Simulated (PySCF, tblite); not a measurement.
# C5H12O3Si: geometry, infrared bands and NMR shifts

Wanted: the infrared bands and NMR shifts of C5H12O3Si (`CC[C@H]([SiH3])OC(=O)OC`), by calculation.

The runs use tblite 0.8.0 and PySCF 2.14.0, with density-fitted response routines of our own; the level of theory stands in each step. All values are computed, except where a source is named. Atoms are numbered from 0 throughout.

## (1) The molecule as given

21 atoms, charge 0, multiplicity 1; geometry from: force field or distance geometry start.

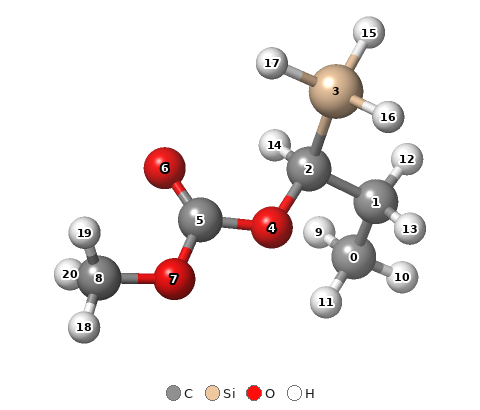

As it starts; carbon grey, silicon light orange, oxygen red, hydrogen white, atoms numbered.

## (2) Geometry optimisation with GFN2-xTB

The job: settings as JSON, then the geometry in Å.

```
{"job": {"kind": "relax", "xc": "GFN2-xTB", "basis": "xTB"}, "charge": 0, "multiplicity": 1}
C     -1.939500    -1.854100    -0.458100
C     -1.988500    -0.360700    -0.806000
C     -0.894600     0.432900    -0.033300
Si    -1.094500     2.331000    -0.302700
O      0.381800    -0.107000    -0.435800
C      1.385500    -0.018800     0.459700
O      1.308900     0.473600     1.574700
O      2.508300    -0.559000    -0.084600
C      3.648400    -0.535300     0.766300
H     -2.093400    -2.011900     0.620900
H     -2.752500    -2.378600    -0.987900
H     -1.001600    -2.310100    -0.750300
H     -2.988600     0.022600    -0.552800
H     -1.832600    -0.260600    -1.881700
H     -1.052200     0.258100     1.037600
H     -2.412000     2.773700     0.245800
H     -1.034000     2.647900    -1.741600
H     -0.010500     3.061300     0.397500
H      4.479200    -0.988700     0.237200
H      3.919300     0.502200     1.013300
H      3.454200    -1.101600     1.681500
```

On the command line:

```
OMP_NUM_THREADS=1 python probes_run.py task.json out
```

The driver reads the jobs from task.json and runs them one after another.

**Question.** This job is followed by: GFN2-xTB harmonic vibrations, gas phase; GIAO PBE0/pcSseg-1 NMR shielding, non-relativistic, gas phase. What will the session give for the following? strongest single infrared mode (GFN2-xTB); zero-point energy (GFN2-xTB); 13C shifts against TMS (PBE0/pcSseg-1); 1H shifts against TMS (PBE0/pcSseg-1, means over atoms taken as alike); 29Si shifts against TMS (PBE0/pcSseg-1); 17O shifts against H2O (PBE0/pcSseg-1).

The runs gave:

| quantity | value |
| --- | --- |
| strongest single infrared mode (GFN2-xTB) | 1216 cm⁻¹, 534 km/mol |
| zero-point energy (GFN2-xTB) | 101.4 kcal/mol |
| 13C shifts against TMS (PBE0/pcSseg-1) | 163.6, 73.1, 56.3, 29.6, 14.6 ppm |
| 1H shifts against TMS (PBE0/pcSseg-1, means over atoms taken as alike) | 4.58, 3.90, 3.83, 1.90, 1.54, 1.16 ppm |
| 29Si shifts against TMS (PBE0/pcSseg-1) | -70.9 ppm |
| 17O shifts against H2O (PBE0/pcSseg-1) | 311.7, 168.9, 146.6 ppm |

What this shows: Relaxing lowered the energy by 0.167 eV in 58 steps; the close pair that moved most is C1–C2, from 1.557 to 1.523 Å. No mode is imaginary among the 57: a minimum at this level. The strongest single mode, at 1216 cm⁻¹, is carried by C5, H14, O4. GFN2-xTB is a fitted tight-binding method: band positions and strengths are rough. Its intensities can rank the bands wrongly. The most deshielded hydrogen is H14 (hydrogen on an sp3 CH bonded to O and Si), at 4.58 ppm: its carbon carries O, an electronegative neighbour. At PBE0/pcSseg-1: The widest tensor belongs to O6: span 440 ppm, with a paramagnetic part of -380 ppm.
